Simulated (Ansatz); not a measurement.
# SiH2O2 (SMILES O[Si]O): levels of theory compared

Aim: a comparison of 6 runs (HF/STO-3G, CAM-B3LYP/STO-3G, UB3LYP/STO-3G, revPBE/STO-3G, RPA@PBE/STO-3G, FCI/STO-3G) of SiH2O2. 

The results are computed with Ansatz 0.2.0.

47 further runs of the same task are left out: 1 that didn't finish, 46 set aside as unsound or not needed.

## Step 1: The system as given

The species is SiH2O2 (5 atoms), meant as a singlet with charge 0. As SMILES, `O[Si]O`. The O3–Si2 distance was set to 2.494 Å, away from the relaxed value. At this shape a bond of the SMILES string is far longer than usual.

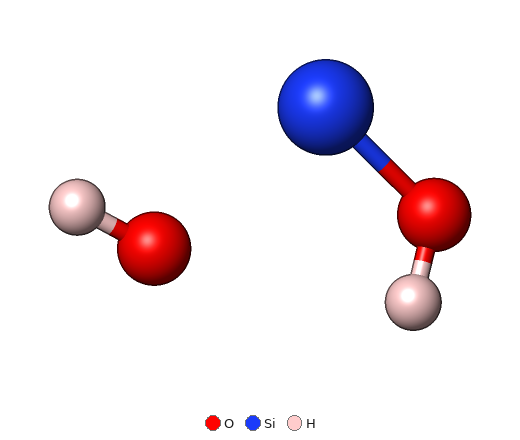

The structure, seen from a chosen angle (oxygen red, silicon blue, hydrogen pink).

## Step 2: The energy at HF/STO-3G (run 1)

in.yaml reads:

```yaml
crystal:
  periodic: [false, false, false]
  atoms:
    - {symbol: O, position_ang: [-2.067209, -0.595007, -0.025446]}
    - {symbol: Si, position_ang: [-0.836009, -1.280707, 0.817254]}
    - {symbol: O, position_ang: [1.036000, 0.187500, 0.068600]}
    - {symbol: H, position_ang: [-1.855909, 0.159493, -0.586546]}
    - {symbol: H, position_ang: [1.901100, -0.013100, 0.433400]}
basis:
  gaussian:
    orbitals: STO-3G
hamiltonian:
  xc: hf
accuracy: high
```

Command:

```sh
$ ansatz run in.yaml --threads 1 --pin off --max-ram 2610MiB --events-out events.jsonl --progress --plain --runs-dir runs
```

What it wrote:

```text
Warning: RAYON_NUM_THREADS=1 ignored (pool sized by the plan → 1); use --threads N
Functional definition: HF
  name "HF"
  exchange = exact_x
  correlation = 0
368 factors; integrals over basis functions are off by at most 3.9e-8 eV
mean field evaluation 1: about -11811.1453 eV, gradient 3.3e1 eV
mean field evaluation 2: about -11811.2142 eV, gradient 3.3e1 eV
mean field evaluation 4: about -11816.7397 eV, gradient 7.4e0 eV
mean field evaluation 8: about -11817.1535 eV, gradient 1.3e-1 eV
mean field evaluation 16: about -11806.5240 eV, gradient 3.1e1 eV
mean field -11817.14427343 eV, -434.2720421004 hartree, gradient 2.0e-8 eV, S^2 0.000000; 0 other end points of the search recorded, 0 dependent functions left out
reference -11817.14427343 eV, -434.2720421004 hartree; 16, 16 occupied and 5, 5 virtual orbitals, 368 factors
Total energy: -11817.14427343 eV, -434.2720421004 hartree
```

It took 0.12 s on 1 thread of Arm Neoverse V2, shared host.

## Step 3: A single-point energy at CAM-B3LYP/STO-3G (run 2)

molecule.yaml reads:

```yaml
crystal:
  periodic: [false, false, false]
  atoms:
    - {symbol: O, position_ang: [-2.067209, -0.595007, -0.025446]}
    - {symbol: Si, position_ang: [-0.836009, -1.280707, 0.817254]}
    - {symbol: O, position_ang: [1.036000, 0.187500, 0.068600]}
    - {symbol: H, position_ang: [-1.855909, 0.159493, -0.586546]}
    - {symbol: H, position_ang: [1.901100, -0.013100, 0.433400]}
basis:
  gaussian: {orbitals: STO-3G}
magnetization: {spin_polarized: false}
hamiltonian: {xc: {name: CAM-B3LYP}}
accuracy: high
```

Command:

```sh
$ ansatz run molecule.yaml --threads 1 --pin off --max-ram 2610MiB --events-out events.jsonl --progress --plain --runs-dir runs
```

What it wrote:

```text
Warning: RAYON_NUM_THREADS=1 ignored (pool sized by the plan → 1); use --threads N
Functional definition: CAM-B3LYP
  name "CAM-B3LYP"
  parameter alpha = 0.19
  parameter beta = 0.46
  parameter omega = 0.33/bohr
  parameter ac = 0.81
  exchange = (1 - alpha - beta)*b88_x + beta*b88_x_sr(omega) + alpha*exact_x + beta*exact_x_lr(omega)
  correlation = (1 - ac)*vwn5_c + ac*lyp_c
368 factors; integrals over basis functions are off by at most 3.9e-8 eV
166 factors; integrals over basis functions are off by at most 6.6e-10 eV
mean field evaluation 1: about -11841.7923 eV, gradient 3.4e1 eV
mean field evaluation 2: about -11739.2449 eV, gradient 1.2e2 eV
mean field evaluation 4: about -11847.6892 eV, gradient 1.4e1 eV
mean field evaluation 8: about -11848.8332 eV, gradient 8.8e-1 eV
mean field evaluation 16: about -11848.8205 eV, gradient 4.3e-5 eV
mean field -11848.82054169 eV, -435.4361234881 hartree, gradient 4.0e-8 eV, S^2 0.000000; 0 other end points of the search recorded, 0 dependent functions left out
reference -11848.82055537 eV, -435.4361239909 hartree; 16, 16 occupied and 5, 5 virtual orbitals, 368 factors
Total energy: -11848.82055537 eV, -435.4361239909 hartree
```

Run time: 1.3 s. Hardware: 1 thread of Arm Neoverse V2, shared host; peak memory 0.097 GiB.

Runs 3 to 5 aren't shown in full; the table further down has their settings and results.

## Step 4: A single-point energy at FCI/STO-3G (run 6)

run.yaml reads:

```yaml
crystal:
  periodic: [false, false, false]
  atoms:
    - symbol: O
      position_ang: [-2.067209, -0.595007, -0.025446]
    - symbol: Si
      position_ang: [-0.836009, -1.280707, 0.817254]
    - symbol: O
      position_ang: [1.036000, 0.187500, 0.068600]
    - symbol: H
      position_ang: [-1.855909, 0.159493, -0.586546]
    - symbol: H
      position_ang: [1.901100, -0.013100, 0.433400]
basis:
  gaussian: {orbitals: STO-3G}
accuracy: high
correlation: {method: fci, frozen_orbitals: {H: 0, O: 1, Si: 5}}
```

Command:

```sh
$ ansatz run run.yaml --threads 1 --pin off --max-ram 2610MiB --events-out events.jsonl --progress --plain --runs-dir runs
```

What it wrote, shortened:

```text
Warning: RAYON_NUM_THREADS=1 ignored (pool sized by the plan → 1); use --threads N
Functional definition: HF
  name "HF"
[...]
368 factors; integrals over basis functions are off by at most 3.9e-8 eV
[...]
mean field -11817.14427343 eV, -434.2720421004 hartree, gradient 2.0e-8 eV, S^2 0.000000; 1 other end points of the search recorded, 0 dependent functions left out; unrestricted orbitals would lower it
unrestricted determinant -11818.55566177 eV, -434.3239096655 hartree, S^2 0.8138
7 core orbitals not correlated: weight in the atoms' cores, before any rotation towards them, 1.000 or more for the frozen orbitals, at most 0.000 for the correlated occupied ones
reference -11817.14427343 eV, -434.2720421004 hartree; 9, 9 occupied and 5, 5 virtual orbitals, 368 factors
state -11822.36523646 eV, -434.4639089529 hartree
Total energy: -11822.36523646 eV, -434.4639089529 hartree
```

It took 36 s on 1 thread of Arm Neoverse V2, shared host; peak memory 0.37 GiB.

## Step 5: Overview of the runs

```csv
run,level,frozen core orbitals,energy (Eh),wall time
1,HF/STO-3G,–,-434.272042,0.12 s
2,CAM-B3LYP/STO-3G,–,-435.436124,1.3 s
3,UB3LYP/STO-3G,–,-435.532134,4.5 s
4,revPBE/STO-3G,–,-435.457101,1.3 s
5,RPA@PBE/STO-3G,7,-434.548499,2.3 s
6,FCI/STO-3G,7,-434.463909,36 s
```

## Step 6: What came out

```
                                          quantity          value
                               run 6: total energy  -434.46391 Eh
run 6: correlation energy (7 core orbitals frozen)     -191.9 mEh
```

Against full CI in this basis: HF +191.9 mEh. Totals of different functionals can't be ranked against each other. In runs 1, 2, 3, 4, 5, 6 the basis is minimal, so the values are rough. All runs together took 46 s, the longest 36 s.
